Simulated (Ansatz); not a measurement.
# Calculations on BH4OCl

Part 1: Relaxation

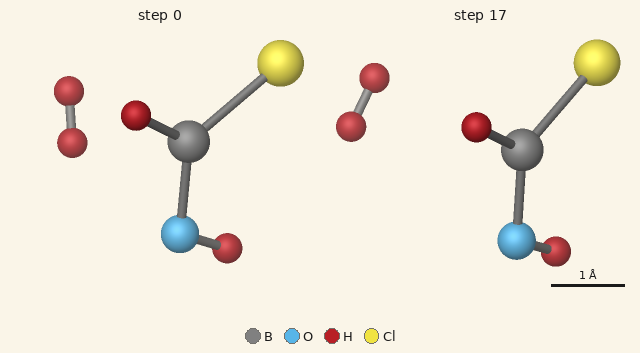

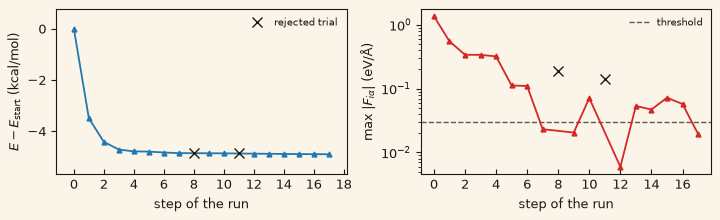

First and last geometry of a relaxation of BH₄OCl, with the history of the run. A ball-and-stick model, seen at a tilt.

The run prepares an end point of a later path (reaction) calculation, from a guessed geometry.

Computed with Ansatz 0.2.0, RKS r2SCAN/def2-SVP.

Input file:
```yaml
crystal:
  periodic: [false, false, false]
  atoms:
    - { symbol: B, position_ang: [-0.068742, -0.230736, 0.155061] }
    - { symbol: O, position_ang: [-0.050114, -0.440843, 1.511896] }
    - { symbol: H, position_ang: [-0.934445, -0.592276, 1.875019] }
    - { symbol: H, position_ang: [0.968989, -0.066608, -0.425364] }
    - { symbol: Cl, position_ang: [-1.590143, -0.29191, -0.753341] }
    - { symbol: H, position_ang: [-0.149033, 2.128394, 0.581579] }
    - { symbol: H, position_ang: [-0.004412, 1.755279, 1.175749] }
basis:
  gaussian: { orbitals: def2-SVP }
hamiltonian:
  xc: r2scan
relax:
  f_tol: 0.03
  max_steps: 50
output:
  orbitals: {}
```

Launched with:
```bash
ansatz run input.yaml --threads 1 --pin off --max-ram 2048MiB --backend cpu --events-out ev --progress --plain --runs-dir out
```

Q: Read the history and describe the run.

A: It converged. After 15 accepted moves (17 points after the start) the energy has fallen by 4.90 kcal/mol. The largest force component goes from 1.4 to 0.02 eV/Å. The line search rejected the trial steps at points 8, 11 of the run. The forces were under the threshold at step 7, but the run went on from there. The largest move after the best rigid fit is that of H7, 0.72 Å. Largest moves by element: H 0.72 Å, O 0.33 Å, B 0.30 Å, Cl 0.05 Å. Some distances before and after: H6–H7 0.716 → 0.759 Å, B1–O2 1.373 → 1.341 Å. The run took 52 s on 1 thread of Arm Neoverse V1, with other jobs on the host, peak memory 0.13 GiB.

| step | E − E(0), kcal/mol | largest force component, eV/Å | note |
| --- | --- | --- | --- |
| 0 | 0.00 | 1.3632 |  |
| 1 | -3.49 | 0.5524 |  |
| 2 | -4.41 | 0.3394 |  |
| 3 | -4.71 | 0.3389 |  |
| 4 | -4.78 | 0.3200 |  |
| 5 | -4.79 | 0.1122 |  |
| 6 | -4.83 | 0.1100 |  |
| 7 | -4.85 | 0.0231 |  |
| 8 | -4.83 | 0.1905 | rejected |
| 9 | -4.86 | 0.0205 |  |
| 10 | -4.86 | 0.0711 |  |
| 11 | -4.86 | 0.1428 | rejected |
| 12 | -4.87 | 0.0059 |  |
| 13 | -4.88 | 0.0535 |  |
| 14 | -4.88 | 0.0470 |  |
| 15 | -4.89 | 0.0721 |  |
| 16 | -4.89 | 0.0574 |  |
| 17 | -4.90 | 0.0195 |  |

Limits of the set-up: the start holds two separate molecules, 2.2 Å apart at their closest, whose relative position is a soft coordinate and is computed without a dispersion correction.

Part 2: Relaxation

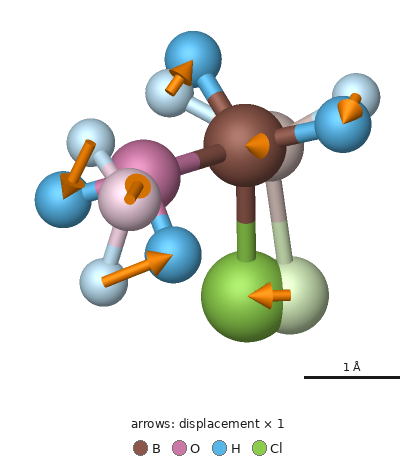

This is a relaxation of BH4OCl. The starting structure is drawn faded, the final one solid; orange arrows show the displacements, at their true length. The two geometries are superimposed by the best rigid fit.

The picture is a ball-and-stick view, seen from a free direction.

The run prepares an end point of a later path (reaction) calculation, from a guessed geometry.

Computed with RKS r2SCAN/def2-SVP in Ansatz. Set-up: no spin polarisation; force threshold 0.03 eV/Å; at most 50 steps.

Describe the change and its energy.

Answer. An H atom moves most after the best rigid fit: 0.81 Å. Largest moves by element: H 0.81 Å, O 0.61 Å, Cl 0.46 Å, B 0.39 Å. Some distances before and after: B–O 2.598 → 1.668 Å, B–Cl 1.755 → 1.851 Å, H–O 0.985 → 0.973 Å, B–H 1.199 → 1.208 Å. New bonds form, among them: B–O (2.60 → 1.67 Å). Among the angles between lasting bonds that change: H–B–Cl 119.5° → 113.5°, Cl–B–H 117.5° → 113.6°, H–B–H 122.7° → 118.9°. Over 16 accepted moves (20 points after the start) the energy falls by 55.5 kJ/mol. The largest force component goes from 0.77 to 0.018 eV/Å. The line search rejected the trial steps at points 1, 9, 12, 18 of the run. The forces were under the threshold at step 17, but the run went on from there. Cost: 65 s on 1 thread of Arm Neoverse V1 (shared host), peak memory 0.13 GiB.

Part 3: Path

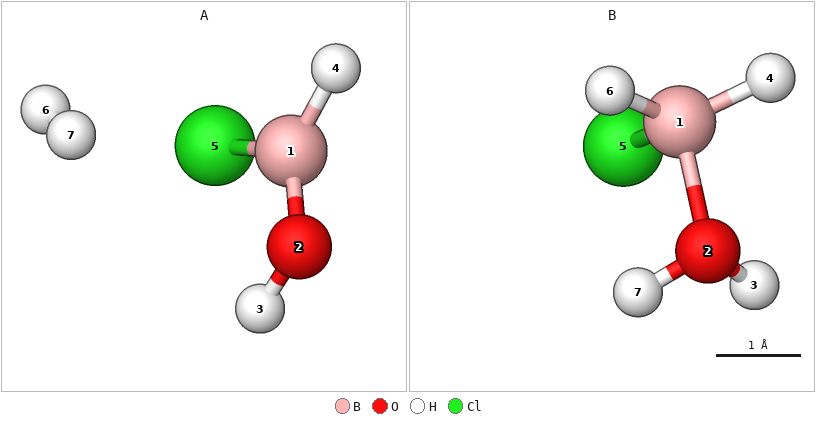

The two relaxed end points of a path for BH$_{4}$OCl, made up at the start of BH₂OCl and H2. A ball-and-stick model, seen from a free direction.

These are results of RKS r2SCAN/def2-SVP in Ansatz, not measurements.

Settings: 7 movable images; climbing image; force threshold 0.05 eV/Å; iteration limit 60.

Start:
```xyz
7

B    -0.0437   -0.5326    0.1285
O    -0.0464   -0.7678    1.4491
H    -0.9318   -0.7548    1.8406
H     0.9968   -0.5176   -0.4688
Cl   -1.5617   -0.2482   -0.7483
H    -0.3485    2.6178    0.6663
H     0.1075    2.4645    1.2532
```

End:
```xyz
7

B     0.0304    0.4148   -0.0478
O    -0.0876    0.2997    1.6117
H    -0.4940   -0.5654    1.7984
H     0.8162   -0.4612   -0.3202
Cl   -1.6982    0.0549   -0.6032
H     0.3594    1.5665   -0.2084
H    -0.7540    0.9521    1.8902
```

### Predict the minimum-energy path and its barrier.

Forward barrier 169.1 kJ/mol, backward barrier 95.7 kJ/mol, with image 4 at the top; the reaction energy is +73.3 kJ/mol. Breaking: H6–H7 (0.76 → 1.04 at the top → 2.45 Å). Forming: B1–H6 (3.21 → 1.36 at the top → 1.21 Å), O2–H7 (3.24 → 1.28 at the top → 0.97 Å). The band converged in 11 iterations, with a climbing image at the top. At the top, the vibrational analysis gives one imaginary mode (1290i cm⁻¹), as a transition state must have.

Energies of the converged images:

```tsv
image	path (Å)	E (kJ/mol)
0	0.00	0.0
1	0.57	1.6
2	1.15	14.8
3	1.72	70.5
4	2.30	169.1
5	2.80	107.8
6	3.29	77.5
7	3.79	74.7
8	4.28	73.3
```

The geometry at the top of the path:

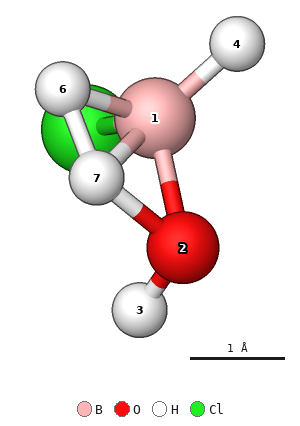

Limits of the set-up: the start holds two separate molecules, 3.2 Å apart at their closest, whose relative position is a soft coordinate and is computed without a dispersion correction.

The run took 3.8 min on 1 thread of Arm Neoverse V1 (shared host), peak memory 0.12 GiB.
